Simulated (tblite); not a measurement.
# Geometry relaxation of C₇H₁₄GeS (part 2 of 2)

The same run, continued: C₇H₁₄GeS; GFN2-xTB geometry optimisation, gas phase (tblite 0.8.0). 

Geometry of the input (Å):
```
C  -2.0789  -1.8740  -0.3697
C  -1.9077  -0.5355  -0.3644
C  -2.8118  0.3060  -1.1949
C  -0.9526  0.1238  0.6300
C  -0.1979  1.3364  0.0857
C  1.2241  0.8274  0.3083
S  2.1562  0.6321  -1.2565
C  3.7570  0.2730  -0.4474
Ge 0.6847  -0.8907  1.0180
H  -2.8190  -2.3240  -1.0330
H  -1.5443  -2.5341  0.2925
H  -2.7523  1.3796  -0.9237
H  -3.8824  0.0014  -1.0360
H  -2.5542  0.1898  -2.2731
H  -1.4823  0.3742  1.5864
H  -0.4052  2.2498  0.6941
H  -0.3930  1.5313  -0.9955
H  1.7667  1.4343  1.0661
H  3.6688  -0.6401  0.1815
H  4.0713  1.1300  0.1810
H  4.5139  0.1025  -1.2304
H  0.9600  -2.0429  0.0267
H  0.9742  -1.0234  2.5451
```

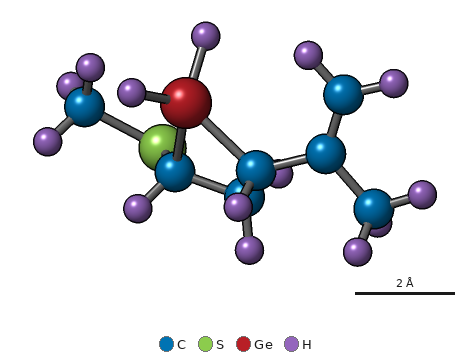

Fig. 1: The geometry at step 136 of the log (ball-and-stick view, seen at a tilt).

Trajectory as extended XYZ, continued:
```
23
Properties=species:S:1:pos:R:3:forces:R:3 step=68 energy=-740.87249
C    -2.1872   -1.8739   -0.3043   -0.0010   0.0130   0.0090
C    -2.0465   -0.5591   -0.2727   -0.0420  -0.0090  -0.0110
C    -2.9886    0.3706   -0.9796    0.0030   0.0200  -0.0330
C    -0.9550    0.1003    0.5083    0.0200   0.0130  -0.0120
C    -0.1575    1.2009   -0.2303   -0.0790   0.0180  -0.0450
C     1.2775    0.9484    0.2540   -0.1520   0.0330   0.0090
S     2.4751    1.0850   -1.1016    0.0670  -0.0340   0.0250
C     3.8642    0.2415   -0.3061    0.0070   0.0000   0.0130
Ge    0.7489   -0.8661    0.9344    0.0660  -0.0170   0.0510
H    -2.9942   -2.3562   -0.8273   -0.0220   0.0060  -0.0400
H    -1.4956   -2.5228    0.2129    0.0060  -0.0080   0.0090
H    -3.4272    1.0768   -0.2733    0.0150  -0.0350  -0.0200
H    -3.7858   -0.1839   -1.4695    0.0080   0.0100   0.0370
H    -2.4572    0.9487   -1.7368   -0.0330  -0.0280   0.0480
H    -1.3922    0.5225    1.4191    0.0220   0.0090   0.0310
H    -0.5168    2.2089   -0.0192    0.0260   0.0080  -0.0440
H    -0.1997    1.0436   -1.3096    0.0020  -0.0220   0.0490
H     1.5582    1.6514    1.0402    0.0870   0.0180  -0.0050
H     3.4910   -0.6770    0.1503    0.0360  -0.0020   0.0010
H     4.3082    0.8861    0.4492   -0.0070  -0.0160  -0.0230
H     4.5889    0.0083   -1.0791    0.0210   0.0330   0.0120
H     1.1556   -2.0286    0.0594   -0.0140   0.0150   0.0170
H     1.1310   -1.1985    2.3726   -0.0370  -0.0250  -0.0770
23
Properties=species:S:1:pos:R:3:forces:R:3 step=85 energy=-740.88580
C    -2.1901   -1.8604   -0.2779   -0.0100  -0.0030   0.0040
C    -2.0618   -0.5444   -0.2526    0.0020   0.0220  -0.0300
C    -3.0422    0.3697   -0.9268   -0.0040   0.0070   0.0090
C    -0.9431    0.1242    0.4830   -0.0250   0.0200  -0.0180
C    -0.1421    1.1878   -0.3062    0.0010  -0.0120  -0.0110
C     1.2833    0.9568    0.2149    0.0020   0.0150   0.0010
S     2.5319    1.0653   -1.0996    0.0240  -0.0180  -0.0290
C     3.8939    0.2349   -0.2456    0.0080   0.0090   0.0080
Ge    0.7541   -0.8586    0.8896   -0.0150   0.0010   0.0080
H    -3.0053   -2.3494   -0.7836   -0.0010   0.0020  -0.0010
H    -1.4809   -2.4996    0.2287   -0.0120  -0.0130  -0.0210
H    -3.5842    0.9499   -0.1795    0.0090   0.0100   0.0040
H    -3.7600   -0.1985   -1.5136    0.0070   0.0090   0.0200
H    -2.5298    1.0720   -1.5825   -0.0100  -0.0230   0.0090
H    -1.3437    0.5840    1.3927    0.0060   0.0000   0.0110
H    -0.4975    2.2101   -0.1686    0.0050  -0.0250   0.0020
H    -0.1661    0.9610   -1.3726   -0.0060  -0.0270  -0.0040
H     1.5551    1.6739    0.9912    0.0000   0.0050   0.0260
H     3.5281   -0.7083    0.1641    0.0160   0.0030  -0.0070
H     4.2749    0.8695    0.5500   -0.0070   0.0110   0.0140
H     4.6711    0.0511   -0.9800   -0.0020   0.0110   0.0010
H     1.1352   -1.9844   -0.0371   -0.0010  -0.0080  -0.0050
H     1.1144   -1.2796    2.3027    0.0140   0.0030   0.0110
23
Properties=species:S:1:pos:R:3:forces:R:3 step=102 energy=-740.89505
C    -2.2248   -1.8589   -0.3152    0.0070   0.0310   0.0090
C    -2.0831   -0.5456   -0.2419   -0.0140   0.0130  -0.0220
C    -3.0631    0.3938   -0.8843    0.0090   0.0120   0.0050
C    -0.9497    0.1098    0.4859   -0.0140  -0.0130  -0.0430
C    -0.1354    1.1373   -0.3400   -0.0310  -0.0180  -0.0020
C     1.2866    0.9249    0.1979   -0.0390  -0.0180   0.0080
S     2.5425    1.0234   -1.1115    0.0210  -0.0130  -0.0070
C     3.9272    0.2728   -0.2201    0.0130   0.0130   0.0060
Ge    0.7459   -0.8769    0.9045    0.0700   0.0090   0.0060
H    -3.0555   -2.3120   -0.8314    0.0310  -0.0030   0.0210
H    -1.5181   -2.5322    0.1485   -0.0060   0.0190  -0.0010
H    -3.5294    1.0299   -0.1311    0.0240  -0.0120  -0.0070
H    -3.8416   -0.1564   -1.4087    0.0290   0.0190   0.0350
H    -2.5536    1.0418   -1.5968   -0.0290  -0.0070   0.0150
H    -1.3389    0.5941    1.3895    0.0320  -0.0010  -0.0440
H    -0.4925    2.1646   -0.2564    0.0150  -0.0130   0.0130
H    -0.1516    0.8569   -1.3946   -0.0130  -0.0090   0.0140
H     1.5501    1.6590    0.9629   -0.0220  -0.0240   0.0020
H     3.6220   -0.7021    0.1637   -0.0140   0.0190  -0.0140
H     4.2370    0.9206    0.5956   -0.0210   0.0120   0.0170
H     4.7387    0.1624   -0.9317    0.0020  -0.0130  -0.0020
H     1.1241   -2.0146   -0.0110   -0.0050   0.0010   0.0080
H     1.1582   -1.2654    2.3168   -0.0460  -0.0020  -0.0180
23
Properties=species:S:1:pos:R:3:forces:R:3 step=119 energy=-740.90393
C    -2.2520   -1.8523   -0.3483    0.0030   0.0000  -0.0040
C    -2.1007   -0.5431   -0.2427   -0.0250  -0.0130  -0.0060
C    -3.0843    0.4327   -0.8201   -0.0150   0.0040   0.0040
C    -0.9358    0.0801    0.4560   -0.0300   0.0200  -0.0290
C    -0.1225    1.0727   -0.4062   -0.0020  -0.0030  -0.0100
C     1.2913    0.8743    0.1492    0.0000  -0.0120   0.0230
S     2.5699    0.9927   -1.1329    0.0110   0.0030  -0.0200
C     3.9570    0.3340   -0.1774    0.0050  -0.0030   0.0030
Ge    0.7474   -0.9169    0.8871    0.0430   0.0100   0.0060
H    -3.0958   -2.2934   -0.8519   -0.0040   0.0070   0.0120
H    -1.5309   -2.5370    0.0741   -0.0020   0.0060  -0.0010
H    -3.4269    1.1220   -0.0483   -0.0080  -0.0120  -0.0140
H    -3.9442   -0.0813   -1.2431    0.0180  -0.0020   0.0250
H    -2.6145    1.0235   -1.6060   -0.0020  -0.0080   0.0140
H    -1.2897    0.5956    1.3559   -0.0010   0.0030  -0.0030
H    -0.4747    2.1039   -0.3652    0.0070  -0.0040   0.0060
H    -0.1396    0.7467   -1.4472    0.0060   0.0050  -0.0100
H     1.5278    1.6109    0.9201    0.0060   0.0070   0.0110
H     3.7017   -0.6665    0.1737   -0.0080  -0.0030   0.0140
H     4.1655    0.9895    0.6643    0.0060   0.0000  -0.0060
H     4.8129    0.2932   -0.8432    0.0010   0.0020   0.0160
H     1.1305   -2.0887    0.0191   -0.0050  -0.0010  -0.0050
H     1.1029   -1.2657    2.3237   -0.0030  -0.0020  -0.0250
23
Properties=species:S:1:pos:R:3:forces:R:3 step=136 energy=-740.90700
C    -2.2670   -1.8506   -0.3464    0.0000   0.0120  -0.0020
C    -2.1107   -0.5413   -0.2459    0.0140   0.0030  -0.0130
C    -3.1152    0.4326   -0.7900    0.0030  -0.0080   0.0100
C    -0.9257    0.0801    0.4207    0.0010   0.0060  -0.0060
C    -0.1062    1.0654   -0.4460   -0.0010   0.0020   0.0050
C     1.3030    0.8663    0.1230   -0.0010  -0.0140   0.0100
S     2.6049    0.9858   -1.1359    0.0040   0.0070  -0.0080
C     3.9724    0.3498   -0.1375    0.0030  -0.0110   0.0070
Ge    0.7543   -0.9256    0.8537    0.0010  -0.0110   0.0050
H    -3.1330   -2.2867   -0.8160    0.0140  -0.0050   0.0040
H    -1.5318   -2.5385    0.0460   -0.0140   0.0180   0.0010
H    -3.4289    1.1273   -0.0115    0.0040   0.0030  -0.0030
H    -3.9909   -0.0856   -1.1721    0.0050  -0.0020  -0.0010
H    -2.6759    1.0155   -1.5991    0.0010  -0.0020   0.0170
H    -1.2621    0.6071    1.3213   -0.0020  -0.0080  -0.0010
H    -0.4544    2.0976   -0.4031   -0.0070   0.0050  -0.0160
H    -0.1166    0.7434   -1.4884   -0.0120  -0.0180   0.0130
H     1.5297    1.5998    0.9005   -0.0030   0.0040  -0.0040
H     3.7098   -0.6444    0.2252   -0.0090  -0.0160   0.0180
H     4.1592    1.0199    0.6976    0.0020   0.0080  -0.0010
H     4.8463    0.2972   -0.7780   -0.0010   0.0100  -0.0070
H     1.1320   -2.0987   -0.0156    0.0000   0.0090  -0.0130
H     1.1022   -1.2896    2.2884   -0.0030   0.0070  -0.0180
23
Properties=species:S:1:pos:R:3:forces:R:3 step=153 energy=-740.90859
C    -2.2701   -1.8451   -0.3408    0.0000  -0.0050  -0.0110
C    -2.1155   -0.5357   -0.2416   -0.0020   0.0000   0.0090
C    -3.1297    0.4378   -0.7675    0.0110  -0.0030   0.0020
C    -0.9211    0.0824    0.4101   -0.0040  -0.0030  -0.0060
C    -0.1007    1.0517   -0.4727   -0.0100   0.0010  -0.0040
C     1.3047    0.8621    0.1082   -0.0080   0.0050   0.0000
S     2.6239    0.9791   -1.1327    0.0040   0.0120  -0.0120
C     3.9771    0.3564   -0.1061    0.0020   0.0010   0.0030
Ge    0.7570   -0.9312    0.8270   -0.0050  -0.0080   0.0120
H    -3.1369   -2.2866   -0.8031   -0.0040   0.0040   0.0070
H    -1.5284   -2.5295    0.0450   -0.0060   0.0080  -0.0030
H    -3.4330    1.1305    0.0171    0.0010  -0.0090   0.0020
H    -4.0098   -0.0803   -1.1399    0.0110   0.0020   0.0040
H    -2.7020    1.0248   -1.5793    0.0050   0.0020  -0.0010
H    -1.2436    0.6171    1.3113    0.0030   0.0000  -0.0100
H    -0.4525    2.0834   -0.4577    0.0070   0.0110  -0.0030
H    -0.1071    0.7027   -1.5063   -0.0060  -0.0090  -0.0020
H     1.5171    1.5986    0.8864    0.0060   0.0080   0.0010
H     3.7060   -0.6289    0.2759   -0.0040  -0.0020   0.0040
H     4.1582    1.0444    0.7155   -0.0010   0.0030   0.0080
H     4.8579    0.2884   -0.7356   -0.0030  -0.0010  -0.0080
H     1.1300   -2.0800   -0.0744   -0.0010  -0.0050   0.0030
H     1.1140   -1.3151    2.2518    0.0040  -0.0130   0.0060
23
Properties=species:S:1:pos:R:3:forces:R:3 step=170 energy=-740.90898
C    -2.2733   -1.8445   -0.3417   -0.0020   0.0010   0.0000
C    -2.1158   -0.5359   -0.2387   -0.0050   0.0000   0.0000
C    -3.1292    0.4412   -0.7579   -0.0030   0.0010  -0.0020
C    -0.9184    0.0814    0.4068   -0.0020  -0.0050   0.0000
C    -0.0991    1.0433   -0.4845    0.0000  -0.0030   0.0020
C     1.3047    0.8612    0.1018    0.0020   0.0000   0.0010
S     2.6294    0.9833   -1.1325    0.0010   0.0030  -0.0040
C     3.9773    0.3634   -0.0972   -0.0010   0.0010   0.0010
Ge    0.7588   -0.9336    0.8241    0.0020  -0.0010   0.0010
H    -3.1450   -2.2818   -0.7988    0.0010  -0.0010   0.0010
H    -1.5312   -2.5313    0.0384   -0.0040   0.0020  -0.0010
H    -3.4297    1.1307    0.0304    0.0000  -0.0030   0.0030
H    -4.0108   -0.0741   -1.1298   -0.0020  -0.0020  -0.0020
H    -2.7027    1.0306   -1.5687    0.0040   0.0020   0.0010
H    -1.2374    0.6229    1.3049    0.0040   0.0000  -0.0010
H    -0.4505    2.0754   -0.4813    0.0010  -0.0020  -0.0050
H    -0.1038    0.6813   -1.5139   -0.0010   0.0040   0.0000
H     1.5103    1.6006    0.8792    0.0010   0.0000   0.0030
H     3.7016   -0.6197    0.2878    0.0020  -0.0010   0.0000
H     4.1552    1.0542    0.7230    0.0020   0.0010   0.0020
H     4.8603    0.2911   -0.7231   -0.0020  -0.0010   0.0000
H     1.1260   -2.0803   -0.0828    0.0000  -0.0010   0.0000
H     1.1186   -1.3324    2.2452    0.0000   0.0040   0.0000
23
Properties=species:S:1:pos:R:3:forces:R:3 step=188 energy=-740.90910
C    -2.2788   -1.8449   -0.3396    0.0000   0.0000   0.0010
C    -2.1175   -0.5366   -0.2387    0.0000   0.0000  -0.0030
C    -3.1294    0.4428   -0.7565   -0.0010   0.0010   0.0000
C    -0.9174    0.0788    0.4038    0.0000  -0.0020   0.0010
C    -0.0981    1.0396   -0.4887   -0.0020   0.0000   0.0000
C     1.3048    0.8600    0.1001   -0.0010   0.0010   0.0000
S     2.6321    0.9903   -1.1303    0.0030  -0.0020  -0.0010
C     3.9788    0.3664   -0.0954   -0.0010   0.0000  -0.0010
Ge    0.7605   -0.9356    0.8212    0.0010  -0.0010   0.0020
H    -3.1522   -2.2807   -0.7947    0.0010   0.0000   0.0010
H    -1.5382   -2.5332    0.0406    0.0000   0.0010   0.0000
H    -3.4389    1.1218    0.0375   -0.0010   0.0000   0.0020
H    -4.0062   -0.0709   -1.1417    0.0010  -0.0010  -0.0020
H    -2.6972    1.0431   -1.5561   -0.0010   0.0000   0.0000
H    -1.2334    0.6214    1.3023    0.0010   0.0010   0.0000
H    -0.4502    2.0715   -0.4889   -0.0010   0.0020   0.0000
H    -0.1015    0.6757   -1.5174    0.0010  -0.0010  -0.0010
H     1.5057    1.5980    0.8802    0.0020   0.0000   0.0010
H     3.7001   -0.6158    0.2895    0.0020   0.0010   0.0000
H     4.1603    1.0566    0.7247   -0.0010  -0.0010  -0.0020
H     4.8608    0.2907   -0.7225   -0.0010   0.0010   0.0020
H     1.1294   -2.0845   -0.0824   -0.0010   0.0010   0.0010
H     1.1217   -1.3275    2.2439   -0.0010  -0.0010  -0.0010
```

Results in brief:

- outcome: converged
- total energy: −740.9091 eV
- hardware: 1 CPU thread, shared host
- wall time: 3 s
- peak memory: 0.2 GiB
